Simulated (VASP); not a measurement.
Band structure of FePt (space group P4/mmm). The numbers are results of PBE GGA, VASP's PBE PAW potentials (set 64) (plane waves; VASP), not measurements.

The run has a spin-polarised start. Unless said otherwise, spin-orbit coupling is left out, though it shifts the bands of the heavy elements here.

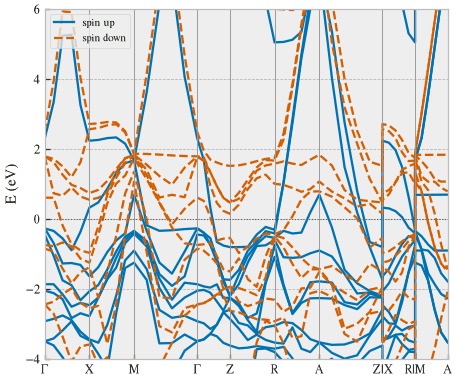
Figure: Bands along high-symmetry lines, zero at the valence-band maximum or, without a gap, the Fermi level

Task: Read the plot: is there a gap, and where are the band edges?

Result: It has no gap at this level: it comes out as a metal or semimetal.

The structure comes from a computed database's FePt entry; how it stands against other phases isn't given here. The cell was not relaxed at this level.
